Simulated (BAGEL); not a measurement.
# C2H5OSi (SMILES CC(=O)[SiH2]): UHF/3-21G (density fitting with qzvpp-jkfit)

What is the vertical ionisation energy of C2H5OSi at UHF/3-21G (density fitting with qzvpp-jkfit)? 

The results are computed with BAGEL 1.2.2.

1 further run of the same task is left out (set aside as unsound or not needed). Runs told in other sessions of the task aren't counted.

## (1) The system as given

C2H5OSi: 9 atoms, total charge 0, spin state doublet. As SMILES, `CC(=O)[SiH2]`. Geometry: relaxed at GFN2-xTB.

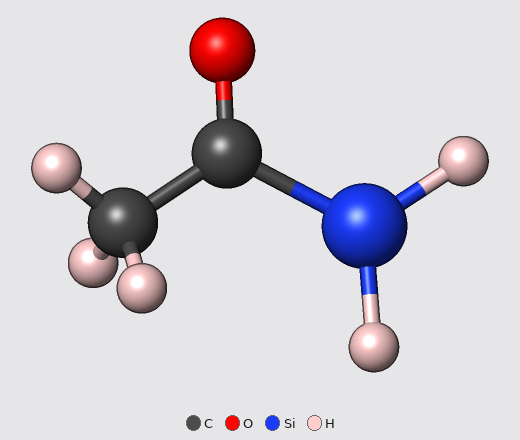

The structure, seen from a chosen angle (carbon dark grey, oxygen red, silicon blue, hydrogen pink).

## (2) A single-point energy at UHF/3-21G (density fitting with qzvpp-jkfit)

Input file calc.json:

```json
{ "bagel": [

{
  "title": "molecule",
  "basis": "3-21g",
  "df_basis": "qzvpp-jkfit",
  "angstrom": true,
  "geometry": [
    { "atom": "C", "xyz": [       0.264190,       1.116850,      -0.605690 ] },
    { "atom": "C", "xyz": [       0.468470,      -0.353170,      -0.307400 ] },
    { "atom": "O", "xyz": [       1.314870,      -1.025350,      -0.895990 ] },
    { "atom": "Si", "xyz": [      -0.607490,      -1.169030,       0.964310 ] },
    { "atom": "H", "xyz": [       1.141240,       1.515700,      -1.110480 ] },
    { "atom": "H", "xyz": [       0.071200,       1.677800,       0.305860 ] },
    { "atom": "H", "xyz": [      -0.594800,       1.229830,      -1.266360 ] },
    { "atom": "H", "xyz": [      -0.450200,      -2.583040,       1.222310 ] },
    { "atom": "H", "xyz": [      -1.607480,      -0.409600,       1.693440 ] }
  ]
},

{
  "title": "uhf",
  "nopen": 1
},

{
  "title": "print",
  "file": "orbitals.molden",
  "orbitals": true
}

]}
```

Run with:

```bash
BAGEL_NUM_THREADS=1 BAGEL calc.json > calc.out
```

What it wrote:

```text
* using 1 threads per process

  ===============================================================
  ===============================================================

  *** Geometry ***

  { "atom" : "C", "xyz" : [      0.499247,      2.110541,     -1.144588 ] },
  { "atom" : "C", "xyz" : [      0.885280,     -0.667395,     -0.580902 ] },
  { "atom" : "O", "xyz" : [      2.484744,     -1.937631,     -1.693176 ] },
  { "atom" : "Si", "xyz" : [     -1.147990,     -2.209147,      1.822282 ] },
  { "atom" : "H", "xyz" : [      2.156631,      2.864258,     -2.098503 ] },
  { "atom" : "H", "xyz" : [      0.134549,      3.170582,      0.577992 ] },
  { "atom" : "H", "xyz" : [     -1.124009,      2.324042,     -2.393074 ] },
  { "atom" : "H", "xyz" : [     -0.850755,     -4.881238,      2.309831 ] },
  { "atom" : "H", "xyz" : [     -3.037697,     -0.774032,      3.200138 ] },

  Number of auxiliary basis functions:      445

  Since a DF basis is specified, we compute 2- and 3-index integrals:
    o Being stored without compression. Storage requirement is 0.009 GB

  Number of basis functions:       50
  Number of electrons      :       39

    * METHOD: MOLECULE                             0.15

  *** Open-shell HF ***

  === Nuclear Repulsion ===
   147.8856221928

      * DIIS with orbital gradients will be used.

  === UHF iteration (3-21g) ===
      0       -439.77757030          0.05193935           0.05
      1       -439.86483204          0.04677906           0.05
      2       -439.91064610          0.03914638           0.06
      3       -439.98148259          0.00245211           0.05
      4       -439.98473873          0.00141900           0.05
      5       -439.98632205          0.00082370           0.05
      6       -439.98752593          0.00044695           0.05
      7       -439.98829267          0.00039295           0.05
      8       -439.98927698          0.00033184           0.05
      9       -439.99079910          0.00025520           0.05
     10       -439.99081643          0.00015479           0.05
     11       -439.99090733          0.00010670           0.05
     12       -439.99096561          0.00002499           0.05
     13       -439.99096877          0.00001300           0.05
     14       -439.99097135          0.00000436           0.05
     15       -439.99097154          0.00000151           0.05
     16       -439.99097156          0.00000117           0.05
     17       -439.99097157          0.00000070           0.05
     18       -439.99097157          0.00000055           0.05
     19       -439.99097157          0.00000033           0.05
     20       -439.99097157          0.00000017           0.05
     21       -439.99097157          0.00000010           0.06
     22       -439.99097157          0.00000006           0.05
     23       -439.99097157          0.00000004           0.05
     24       -439.99097157          0.00000002           0.05
     25       -439.99097157          0.00000001           0.05
    * SCF iteration converged.

    * S^2 (UHF) is 0.9412

    * Permanent dipole moment:
           (    0.670336,    -0.625219,    -0.394897) a.u.

    * METHOD: UHF                                  1.51

    * METHOD: PRINT                                0.01

  ===============================================================
```

Wall time 1.8 s (1 thread of Arm Neoverse V1, shared host).

## (3) The singlet cation

Input file hf.json:

```json
{ "bagel" : [

{
  "title" : "molecule",
  "basis" : "3-21g",
  "df_basis" : "qzvpp-jkfit",
  "angstrom" : true,
  "geometry" : [
    { "atom" : "C", "xyz" : [       0.264190,       1.116850,      -0.605690 ] },
    { "atom" : "C", "xyz" : [       0.468470,      -0.353170,      -0.307400 ] },
    { "atom" : "O", "xyz" : [       1.314870,      -1.025350,      -0.895990 ] },
    { "atom" : "Si", "xyz" : [      -0.607490,      -1.169030,       0.964310 ] },
    { "atom" : "H", "xyz" : [       1.141240,       1.515700,      -1.110480 ] },
    { "atom" : "H", "xyz" : [       0.071200,       1.677800,       0.305860 ] },
    { "atom" : "H", "xyz" : [      -0.594800,       1.229830,      -1.266360 ] },
    { "atom" : "H", "xyz" : [      -0.450200,      -2.583040,       1.222310 ] },
    { "atom" : "H", "xyz" : [      -1.607480,      -0.409600,       1.693440 ] }
  ]
},

{
  "title" : "hf",
  "charge" : 1
},

{
  "title" : "print",
  "file" : "orbitals.molden",
  "orbitals" : true
}

]}
```

Run with:

```bash
BAGEL_NUM_THREADS=1 BAGEL hf.json > hf.out
```

What it wrote:

```text
* using 1 threads per process

  ===============================================================
  ===============================================================

  *** Geometry ***

  { "atom" : "C", "xyz" : [      0.499247,      2.110541,     -1.144588 ] },
  { "atom" : "C", "xyz" : [      0.885280,     -0.667395,     -0.580902 ] },
  { "atom" : "O", "xyz" : [      2.484744,     -1.937631,     -1.693176 ] },
  { "atom" : "Si", "xyz" : [     -1.147990,     -2.209147,      1.822282 ] },
  { "atom" : "H", "xyz" : [      2.156631,      2.864258,     -2.098503 ] },
  { "atom" : "H", "xyz" : [      0.134549,      3.170582,      0.577992 ] },
  { "atom" : "H", "xyz" : [     -1.124009,      2.324042,     -2.393074 ] },
  { "atom" : "H", "xyz" : [     -0.850755,     -4.881238,      2.309831 ] },
  { "atom" : "H", "xyz" : [     -3.037697,     -0.774032,      3.200138 ] },

  Number of auxiliary basis functions:      445

  Since a DF basis is specified, we compute 2- and 3-index integrals:
    o Being stored without compression. Storage requirement is 0.009 GB

  Number of basis functions:       50
  Number of electrons      :       39

    * METHOD: MOLECULE                             0.15

  *** RHF ***

  === Nuclear Repulsion ===
   147.8856221928

      * DIIS with orbital gradients will be used.

  === RHF iteration (3-21g) ===
      0       -439.50140480          0.02843526           0.03
      1       -439.58343066          0.02687450           0.03
      2       -439.70496052          0.00275265           0.03
      3       -439.70862072          0.00116582           0.03
      4       -439.70937988          0.00052602           0.03
      5       -439.70961740          0.00017224           0.03
      6       -439.70963536          0.00003852           0.03
      7       -439.70963613          0.00001342           0.03
      8       -439.70963620          0.00000259           0.03
      9       -439.70963620          0.00000079           0.03
     10       -439.70963620          0.00000041           0.03
     11       -439.70963620          0.00000027           0.03
     12       -439.70963620          0.00000017           0.03
     13       -439.70963620          0.00000007           0.03
     14       -439.70963620          0.00000003           0.03
     15       -439.70963620          0.00000001           0.03
     16       -439.70963620          0.00000000           0.03
    * SCF iteration converged.

    * Permanent dipole moment:
           (    1.696918,     0.268682,    -1.655018) a.u.

    * METHOD: HF                                   0.57

    * METHOD: PRINT                                0.01

  ===============================================================
```

It took 0.84 s on 1 thread of Arm Neoverse V1, shared host.

## (4) What came out

Level: UHF/3-21G (density fitting with qzvpp-jkfit).

| quantity | value |
| --- | --- |
| doublet C2H5OSi: total energy | -439.99097 Eh |
| doublet C2H5OSi: dipole moment | 2.54 D |
| doublet C2H5OSi: ⟨S²⟩ | 0.941 |
| singlet cation: total energy | -439.70964 Eh |
| singlet cation: HOMO energy | -16.71 eV |
| singlet cation: LUMO energy | -6.83 eV |
| singlet cation: HOMO–LUMO gap | 9.88 eV |
| vertical ionisation energy (to the singlet cation) | 7.656 eV |

In words: The vertical ionisation energy comes to 7.66 eV (739 kJ/mol). ⟨S²⟩ (doublet C2H5OSi) is 0.94 where a pure doublet has 0.75: the reference is spin-contaminated.
